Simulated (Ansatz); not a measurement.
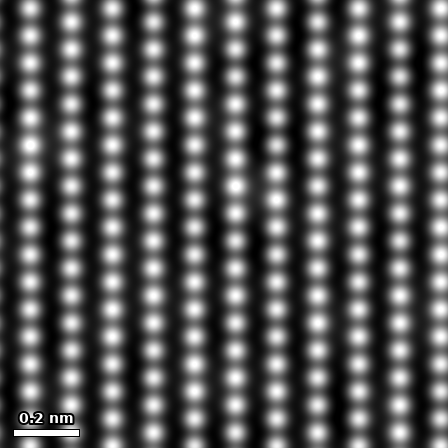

Z-contrast image of Cu (Fm-3m, No. 225). The image is simulated as a sum over atoms of Z^1.7, blurred by a 0.57 Å probe (no channelling). The speckle of an amorphous layer was added. Structure: the geometry given to an electronic-structure calculation, possibly off equilibrium.

```yaml
crystal:
  lattice:
    - [3.62920, 0.00000, 0.00000]
    - [0.00000, 3.62920, 0.00000]
    - [0.00000, 0.00000, 3.62920]
  atoms:
    - { symbol: Cu, position: [0.00000, 0.00000, 0.00000] }
    - { symbol: Cu, position: [0.00000, 0.50000, 0.50000] }
    - { symbol: Cu, position: [0.50000, 0.00000, 0.50000] }
    - { symbol: Cu, position: [0.50000, 0.50000, 0.00000] }
```

**Which beam direction gives this image, [210], [221], [001] or [211]? (Directions equivalent by symmetry count as one.)**

[221]. The projected cells are 0.81 × 1.81 Å, 90° for [210]; 0.86 × 1.35 Å, 108° for [221]; 1.81 × 1.81 Å, 90° for [001]; 1.28 × 2.10 Å, 90° for [211], and the image repeats as the [221] one does.
